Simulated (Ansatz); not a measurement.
Molecular dynamics of C₂H₁₀BNOSi (part 4 of 4)

C₂H₁₀BNOSi, SMILES CCOBN[SiH3]; RKS PBE0/STO-3G (Ansatz 0.2.0). It belongs to a series of runs on one base structure; here: dynamics from the last frame of an earlier run.

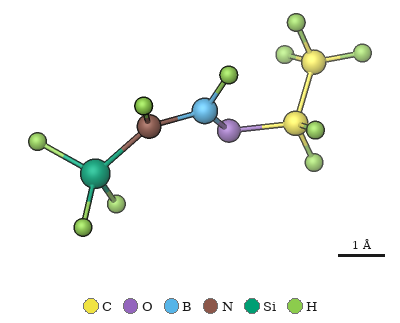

Fig. 1: The geometry at step 88 of the log (ball-and-stick view, seen at a tilt).

## Trajectory as extended XYZ, continued
```
16
Properties=species:S:1:pos:R:3:forces:R:3 step=75 time_fs=37.5 energy=-14146.92858 temperature=669.0
C    -0.2680   -2.2944   -1.4402    2.6380   1.4464  -1.1659
C     0.8849   -1.4757   -0.6788   -0.9359  -0.2308  -2.3427
O     0.2702   -0.4694    0.1817    0.5151   0.3576   0.9502
B     0.0082    0.7281   -0.4652   -0.2619  -0.1152  -2.2239
N    -0.1921    1.9823    0.1221    0.5101  -0.4235  -1.4603
Si   -0.2393    2.3803    1.7480    0.6908  -0.5784   3.4550
H    -0.8923   -2.7322   -0.7024   -1.1615  -0.6464   1.0117
H    -0.8260   -1.5653   -2.0725    0.1841  -0.8692   0.2154
H     0.2298   -3.1084   -2.0330   -0.7064   0.8312   0.2431
H     1.5534   -0.9322   -1.4151   -0.5627  -0.8598   0.3321
H     1.5105   -2.2654   -0.2012   -0.1991   0.8293   0.9540
H    -0.1240    0.8163   -1.6597    0.5759  -0.6169   0.6229
H    -0.1648    2.7769   -0.5346   -0.3908  -0.1351  -0.2950
H     0.7842    3.3124    2.1745    0.0483   0.0557  -0.2717
H    -1.4913    3.0220    2.0436   -0.3070  -0.1372   0.2757
H     0.0483    1.0966    2.4523   -0.6370   1.0924  -0.3006
16
Properties=species:S:1:pos:R:3:forces:R:3 step=77 time_fs=38.5 energy=-14146.85831 temperature=673.6
C    -0.2580   -2.2869   -1.4511    2.4910   0.3509  -1.0224
C     0.8774   -1.4701   -0.6843   -0.1953  -0.7379  -1.9338
O     0.2621   -0.4669    0.1733    0.5004   0.2155   1.1540
B     0.0073    0.7289   -0.4610   -0.4228   0.4557  -2.4879
N    -0.1916    1.9935    0.1205    0.5518  -0.3474  -2.1649
Si   -0.2340    2.3847    1.7406    0.5852  -1.1635   4.2613
H    -0.8984   -2.7069   -0.7103   -0.9542  -0.7158   0.8840
H    -0.8362   -1.5915   -2.0792    0.1168  -0.3378  -0.1276
H     0.2301   -3.1226   -2.0560   -0.8839   1.2912   0.6915
H     1.5484   -0.9310   -1.4160   -0.4670  -0.7490   0.2690
H     1.5252   -2.2591   -0.1813   -0.7468   1.3002   0.4754
H    -0.1308    0.8272   -1.6570    0.5937  -0.6785   0.6719
H    -0.1804    2.7909   -0.5556   -0.3597  -0.6606   0.2285
H     0.7800    3.3078    2.1805    0.1952   0.2581  -0.2642
H    -1.4940    3.0103    2.0561   -0.2029  -0.1559   0.2175
H     0.0741    1.0878    2.4946   -0.8017   1.6750  -0.8522
16
Properties=species:S:1:pos:R:3:forces:R:3 step=79 time_fs=39.5 energy=-14146.76017 temperature=657.9
C    -0.2442   -2.2801   -1.4618    1.8249  -0.6803  -0.5123
C     0.8701   -1.4641   -0.6909    0.3662  -1.0665  -1.5396
O     0.2528   -0.4648    0.1645    0.4827   0.1096   1.2907
B     0.0052    0.7296   -0.4596   -0.5615   1.0421  -2.6830
N    -0.1904    2.0056    0.1156    0.5505  -0.4997  -2.5244
Si   -0.2293    2.3885    1.7347    0.5781  -1.5213   4.8282
H    -0.9074   -2.6853   -0.7153   -0.5080  -0.6556   0.5451
H    -0.8477   -1.6215   -2.0846    0.0592   0.1918  -0.4768
H     0.2246   -3.1331   -2.0745   -0.8626   1.5236   0.9626
H     1.5420   -0.9352   -1.4197   -0.3165  -0.5558   0.1766
H     1.5341   -2.2447   -0.1614   -1.1066   1.5256   0.1070
H    -0.1367    0.8394   -1.6560    0.6040  -0.7530   0.6928
H    -0.1956    2.8006   -0.5762   -0.3103  -0.9302   0.5634
H     0.7835    3.3005    2.1866    0.2532   0.3918  -0.2804
H    -1.4935    3.0008    2.0731   -0.1219  -0.1612   0.1502
H     0.0962    1.0844    2.5338   -0.9315   2.0391  -1.3002
16
Properties=species:S:1:pos:R:3:forces:R:3 step=81 time_fs=40.5 energy=-14146.68803 temperature=530.5
C    -0.2287   -2.2747   -1.4725    0.7829  -1.4906   0.0885
C     0.8627   -1.4598   -0.7015    0.7121  -1.1465  -0.8968
O     0.2446   -0.4605    0.1564    0.4906  -0.0562   1.2759
B     0.0025    0.7323   -0.4607   -0.6365   1.4840  -2.8110
N    -0.1894    2.0173    0.1085    0.5057  -0.7475  -2.4758
Si   -0.2259    2.3917    1.7311    0.5368  -1.6782   5.1123
H    -0.9178   -2.6670   -0.7174    0.0540  -0.5337   0.1049
H    -0.8584   -1.6480   -2.0904    0.0729   0.5700  -0.7297
H     0.2170   -3.1407   -2.0871   -0.7326   1.5852   1.0821
H     1.5344   -0.9447   -1.4240   -0.0691  -0.2688  -0.0272
H     1.5368   -2.2219   -0.1406   -1.3134   1.5442  -0.2028
H    -0.1384    0.8510   -1.6556    0.5922  -0.8091   0.6534
H    -0.2120    2.8063   -0.5923   -0.2560  -0.9600   0.6868
H     0.7899    3.2953    2.1874    0.2624   0.4700  -0.2941
H    -1.4946    2.9950    2.0918    0.0069  -0.1901   0.0643
H     0.1109    1.0873    2.5685   -1.0089   2.2274  -1.6309
16
Properties=species:S:1:pos:R:3:forces:R:3 step=83 time_fs=41.5 energy=-14146.64354 temperature=510.4
C    -0.2120   -2.2700   -1.4806   -0.5626  -1.9777   0.6053
C     0.8558   -1.4572   -0.7129    0.9561  -1.0004  -0.1789
O     0.2368   -0.4566    0.1490    0.4694  -0.1224   1.1622
B    -0.0010    0.7368   -0.4650   -0.6180   1.5986  -2.7995
N    -0.1892    2.0251    0.1002    0.4376  -0.7877  -2.2787
Si   -0.2229    2.3950    1.7293    0.3784  -1.8023   5.1306
H    -0.9297   -2.6496   -0.7163    0.6562  -0.4140  -0.3551
H    -0.8666   -1.6676   -2.0942    0.1835   0.7840  -0.8483
H     0.2077   -3.1407   -2.0952   -0.5160   1.4416   1.0731
H     1.5268   -0.9541   -1.4268    0.2120   0.0230  -0.2798
H     1.5343   -2.1943   -0.1219   -1.3788   1.4085  -0.4212
H    -0.1354    0.8608   -1.6561    0.5548  -0.8391   0.5427
H    -0.2317    2.8073   -0.6096   -0.1987  -0.9605   0.8125
H     0.7926    3.2902    2.1908    0.3218   0.5797  -0.2958
H    -1.4979    2.9886    2.1070    0.1425  -0.2148  -0.0199
H     0.1188    1.0957    2.5955   -1.0381   2.2835  -1.8490
16
Properties=species:S:1:pos:R:3:forces:R:3 step=85 time_fs=42.5 energy=-14146.65768 temperature=508.4
C    -0.1969   -2.2660   -1.4887   -2.0174  -2.0420   0.9481
C     0.8474   -1.4571   -0.7249    1.2113  -0.6071   0.5349
O     0.2292   -0.4524    0.1419    0.4167  -0.1362   0.9844
B    -0.0032    0.7428   -0.4724   -0.5449   1.5427  -2.5020
N    -0.1891    2.0321    0.0906    0.3751  -0.9104  -1.8687
Si   -0.2196    2.3979    1.7295    0.2238  -1.7783   4.8647
H    -0.9424   -2.6308   -0.7198    1.1178  -0.3645  -0.6648
H    -0.8715   -1.6802   -2.1026    0.3911   0.8573  -0.8288
H     0.1931   -3.1344   -2.0983   -0.1914   1.0534   0.8914
H     1.5186   -0.9606   -1.4277    0.4665   0.2608  -0.5348
H     1.5294   -2.1623   -0.1060   -1.3690   1.1505  -0.5661
H    -0.1259    0.8691   -1.6528    0.4882  -0.8369   0.2264
H    -0.2543    2.8026   -0.6256   -0.1453  -0.7914   0.8133
H     0.7979    3.2871    2.1940    0.3234   0.6385  -0.3049
H    -1.5024    2.9775    2.1179    0.2531  -0.2041  -0.0780
H     0.1184    1.1123    2.6098   -0.9989   2.1677  -1.9150
16
Properties=species:S:1:pos:R:3:forces:R:3 step=88 time_fs=44.0 energy=-14146.73663 temperature=501.1
C    -0.1777   -2.2652   -1.4979   -3.8568  -1.6206   0.8536
C     0.8396   -1.4579   -0.7440    1.2806   0.3383   1.2776
O     0.2198   -0.4450    0.1328    0.3346  -0.0904   0.6026
B    -0.0076    0.7563   -0.4848   -0.3341   0.9949  -1.9944
N    -0.1866    2.0400    0.0769    0.2484  -0.9060  -1.1185
Si   -0.2160    2.4022    1.7325    0.0263  -1.4034   4.1400
H    -0.9516   -2.5999   -0.7308    1.4010  -0.4619  -0.7284
H    -0.8755   -1.6902   -2.1186    0.8432   0.7459  -0.5964
H     0.1614   -3.1325   -2.1021    0.2976   0.4681   0.6117
H     1.5111   -0.9619   -1.4306    0.7303   0.4924  -0.8387
H     1.5153   -2.1083   -0.0946   -1.0423   0.5151  -0.4817
H    -0.1114    0.8788   -1.6498    0.3806  -0.7866  -0.2653
H    -0.2864    2.7906   -0.6471   -0.0909  -0.4497   0.7560
H     0.8129    3.2854    2.1921    0.2145   0.6320  -0.3277
H    -1.5107    2.9614    2.1302    0.4051  -0.1605  -0.1491
H     0.1046    1.1517    2.6109   -0.8379   1.6923  -1.7412
16
Properties=species:S:1:pos:R:3:forces:R:3 step=90 time_fs=45.0 energy=-14146.81665 temperature=576.7
C    -0.1672   -2.2670   -1.5045   -4.6411  -0.9964   0.7301
C     0.8384   -1.4603   -0.7551    1.0561   1.2987   1.2491
O     0.2136   -0.4399    0.1279    0.3077   0.0102   0.2564
B    -0.0120    0.7684   -0.4948   -0.1092   0.2409  -1.6947
N    -0.1825    2.0431    0.0658    0.1433  -0.7911  -0.3222
Si   -0.2142    2.4042    1.7368    0.0511  -0.9189   3.3621
H    -0.9453   -2.5810   -0.7421    1.2702  -0.6139  -0.5550
H    -0.8741   -1.6923   -2.1316    1.1194   0.6202  -0.4005
H     0.1413   -3.1294   -2.1017    0.6280  -0.0679   0.3023
H     1.5096   -0.9631   -1.4397    0.7475   0.5309  -0.8446
H     1.5018   -2.0700   -0.0942   -0.5623  -0.1113  -0.1401
H    -0.1018    0.8818   -1.6524    0.3045  -0.7248  -0.5367
H    -0.3082    2.7772   -0.6599   -0.0859  -0.0727   0.5909
H     0.8236    3.2923    2.1900    0.0432   0.5142  -0.3759
H    -1.5125    2.9504    2.1367    0.4014  -0.1007  -0.1702
H     0.0923    1.1837    2.6021   -0.6738   1.1826  -1.4509
16
Properties=species:S:1:pos:R:3:forces:R:3 step=92 time_fs=46.0 energy=-14146.85584 temperature=641.1
C    -0.1582   -2.2695   -1.5105   -5.0097  -0.3672   0.4654
C     0.8386   -1.4628   -0.7655    0.6680   2.5138   0.7154
O     0.2090   -0.4356    0.1251    0.2539   0.1923  -0.1558
B    -0.0187    0.7795   -0.5067    0.1659  -0.5210  -1.2860
N    -0.1780    2.0462    0.0542    0.0753  -0.8953   0.6910
Si   -0.2133    2.4050    1.7415    0.2369  -0.1788   2.4185
H    -0.9288   -2.5673   -0.7555    0.8826  -0.7774  -0.2266
H    -0.8661   -1.6923   -2.1475    1.2942   0.5004  -0.1918
H     0.1212   -3.1281   -2.1016    0.9354  -0.5667   0.0037
H     1.5111   -0.9643   -1.4554    0.6101   0.4628  -0.6702
H     1.4831   -2.0266   -0.0978    0.2098  -0.9606   0.5028
H    -0.0888    0.8817   -1.6566    0.2069  -0.6520  -0.8322
H    -0.3321    2.7641   -0.6625   -0.1395   0.5031   0.1488
H     0.8353    3.3045    2.1876   -0.2144   0.2911  -0.4511
H    -1.5084    2.9384    2.1443    0.2661   0.0027  -0.1643
H     0.0755    1.2177    2.5824   -0.4414   0.4529  -0.9677
16
Properties=species:S:1:pos:R:3:forces:R:3 step=94 time_fs=47.0 energy=-14146.81844 temperature=658.7
C    -0.1540   -2.2736   -1.5151   -4.6620   0.1478  -0.0430
C     0.8395   -1.4632   -0.7764    0.3274   3.5331  -0.0380
O     0.2059   -0.4331    0.1214    0.1473   0.4310  -0.5181
B    -0.0235    0.7870   -0.5205    0.4046  -1.0177  -0.8517
N    -0.1737    2.0496    0.0418    0.0675  -1.2141   1.7058
Si   -0.2126    2.4061    1.7473    0.4581   0.9138   1.2645
H    -0.9090   -2.5547   -0.7707    0.2295  -0.9914   0.3063
H    -0.8493   -1.6921   -2.1658    1.2800   0.4407  -0.0563
H     0.1046   -3.1319   -2.1031    1.1221  -0.8479  -0.1346
H     1.5132   -0.9585   -1.4761    0.3533   0.2558  -0.3627
H     1.4661   -1.9850   -0.0989    0.9818  -1.7157   1.1281
H    -0.0668    0.8773   -1.6654    0.1098  -0.5718  -1.0497
H    -0.3540    2.7540   -0.6621   -0.2394   1.1059  -0.3707
H     0.8534    3.3224    2.1826   -0.5795  -0.0457  -0.5392
H    -1.5041    2.9294    2.1526    0.1388   0.1042  -0.1567
H     0.0537    1.2529    2.5567   -0.1396  -0.5279  -0.2841
16
Properties=species:S:1:pos:R:3:forces:R:3 step=96 time_fs=48.0 energy=-14146.73134 temperature=645.3
C    -0.1559   -2.2790   -1.5180   -3.5100   0.4795  -0.9541
C     0.8385   -1.4609   -0.7872    0.4168   4.0690  -0.5617
O     0.2026   -0.4305    0.1169    0.0270   0.6385  -0.8333
B    -0.0290    0.7924   -0.5348    0.6053  -1.2871  -0.6763
N    -0.1699    2.0528    0.0309    0.0436  -1.3945   2.4123
Si   -0.2126    2.4091    1.7534    0.5615   2.1597  -0.0021
H    -0.8832   -2.5415   -0.7835   -0.8012  -1.2851   1.1226
H    -0.8250   -1.6909   -2.1845    1.0753   0.4021  -0.0056
H     0.0931   -3.1449   -2.1029    1.1525  -0.7756  -0.0498
H     1.5172   -0.9469   -1.4990   -0.0028  -0.0751   0.0669
H     1.4507   -1.9574   -0.0930    1.3757  -2.0392   1.3433
H    -0.0429    0.8736   -1.6828    0.0210  -0.5148  -0.9653
H    -0.3760    2.7506   -0.6610   -0.3166   1.4748  -0.7047
H     0.8690    3.3396    2.1767   -0.8684  -0.3269  -0.5873
H    -1.5001    2.9257    2.1623    0.0316   0.1896  -0.1566
H     0.0307    1.2868    2.5268    0.1888  -1.7151   0.5516
16
Properties=species:S:1:pos:R:3:forces:R:3 step=98 time_fs=49.0 energy=-14146.62720 temperature=583.6
C    -0.1620   -2.2823   -1.5196   -1.9221   0.4442  -2.0105
C     0.8368   -1.4570   -0.7987    0.9043   4.2407  -0.5941
O     0.1989   -0.4255    0.1122   -0.0304   0.7090  -1.1280
B    -0.0329    0.7966   -0.5495    0.7478  -1.3495  -0.8052
N    -0.1658    2.0556    0.0220   -0.0668  -1.2499   2.6018
Si   -0.2130    2.4131    1.7588    0.6287   3.2662  -1.2021
H    -0.8615   -2.5337   -0.7945   -1.8949  -1.5354   2.0224
H    -0.7953   -1.6907   -2.2026    0.6948   0.4528  -0.0859
H     0.0904   -3.1618   -2.0996    1.0590  -0.4323   0.1795
H     1.5246   -0.9312   -1.5231   -0.4237  -0.4706   0.5450
H     1.4407   -1.9407   -0.0812    1.3329  -1.9632   1.0806
H    -0.0194    0.8683   -1.7093   -0.0636  -0.4578  -0.5639
H    -0.3954    2.7571   -0.6607   -0.2928   1.4353  -0.6812
H     0.8776    3.3568    2.1654   -1.0341  -0.5205  -0.5715
H    -1.4945    2.9219    2.1720   -0.1320   0.2939  -0.1402
H     0.0090    1.3131    2.4998    0.4929  -2.8631   1.3531
16
Properties=species:S:1:pos:R:3:forces:R:3 step=100 time_fs=50.0 energy=-14146.59969 temperature=634.0
C    -0.1700   -2.2849   -1.5208   -0.8315   0.2650  -2.5943
C     0.8333   -1.4498   -0.8097    1.6766   3.9438  -0.2169
O     0.1946   -0.4200    0.1064   -0.0649   0.7798  -1.3978
B    -0.0373    0.8007   -0.5665    0.8815  -1.4054  -0.9618
N    -0.1622    2.0566    0.0137   -0.3496  -0.5580   2.2448
Si   -0.2137    2.4175    1.7645    0.6955   3.7843  -2.0839
H    -0.8524   -2.5318   -0.7921   -2.4052  -1.5446   2.2962
H    -0.7628   -1.6872   -2.2247    0.3114   0.4241  -0.0846
H     0.0942   -3.1768   -2.0977    0.9125  -0.0532   0.4480
H     1.5323   -0.9157   -1.5484   -0.8199  -0.8208   0.9921
H     1.4370   -1.9375   -0.0687    0.9387  -1.5469   0.4275
H     0.0015    0.8625   -1.7403   -0.1575  -0.3974  -0.1012
H    -0.4182    2.7716   -0.6672   -0.0860   0.8686  -0.1634
H     0.8786    3.3731    2.1502   -1.0904  -0.6226  -0.5057
H    -1.4916    2.9111    2.1817   -0.3066   0.4145  -0.1179
H    -0.0093    1.3248    2.4838    0.6956  -3.5313   1.8188
```

The run was set up as follows.

## Input
```yaml
crystal:
  periodic: [false, false, false]
  atoms:
    - { symbol: C, position_ang: [-0.396701, -2.117121, -1.293326] }
    - { symbol: C, position_ang: [0.836308, -1.653744, -0.491917] }
    - { symbol: O, position_ang: [0.525535, -0.418429, 0.25703] }
    - { symbol: B, position_ang: [0.232537, 0.689708, -0.474413] }
    - { symbol: "N", position_ang: [-0.212714, 1.884003, 0.190633] }
    - { symbol: Si, position_ang: [-0.405787, 2.185185, 1.828394] }
    - { symbol: H, position_ang: [-1.188674, -2.359249, -0.598863] }
    - { symbol: H, position_ang: [-0.757268, -1.339118, -2.003334] }
    - { symbol: H, position_ang: [-0.146469, -3.033149, -1.946418] }
    - { symbol: H, position_ang: [1.736711, -1.351947, -1.094899] }
    - { symbol: H, position_ang: [1.109245, -2.502024, 0.175743] }
    - { symbol: H, position_ang: [0.290569, 0.787988, -1.609156] }
    - { symbol: H, position_ang: [-0.691315, 2.546812, -0.42542] }
    - { symbol: H, position_ang: [0.726253, 2.834196, 2.436712] }
    - { symbol: H, position_ang: [-1.266387, 3.362428, 1.964426] }
    - { symbol: H, position_ang: [-0.613165, 1.243128, 2.737575] }
basis:
  gaussian: { orbitals: STO-3G }
hamiltonian:
  xc: pbe0
md:
  timestep: 0.5
  n_steps: 100
  ensemble: nvt_langevin
  temperature: 700.0
  initial_velocities: maxwell_boltzmann
  seed: 366366
  friction: 0.02
  masses: [{ species: H, mass: 2.014 }]
scf:
  lower_state_search: "off"
```

Run as:
```bash
ansatz run input.yaml --threads 1 --pin off --max-ram 2048MiB --backend cpu --events-out ev --progress --plain --runs-dir out
```

## Results in brief

| quantity | value |
| --- | --- |
| outcome | finished |
| mean temperature over the second half | 608 K |
| trajectory | 100 steps, 50 fs |
| ensemble | nvt_langevin |
| temperature in the input | 700.0 K |
| time step | 0.5 fs |
| potential energy (last step) | −14146.5997 eV |
| mean-field energy (last step) | −14146.5997 eV |
| largest force (length of the vector) (last step) | 4.376 eV/Å |
| hardware | 1 thread of Arm Neoverse V2, 128 GiB of memory available, shared host |
| wall time | 4.1 min |
| peak memory | 0.22 GiB |

## Remarks

So short a trajectory is not equilibrated. The logged temperature at the start can lie below the typed one, since it is counted over all degrees of freedom.
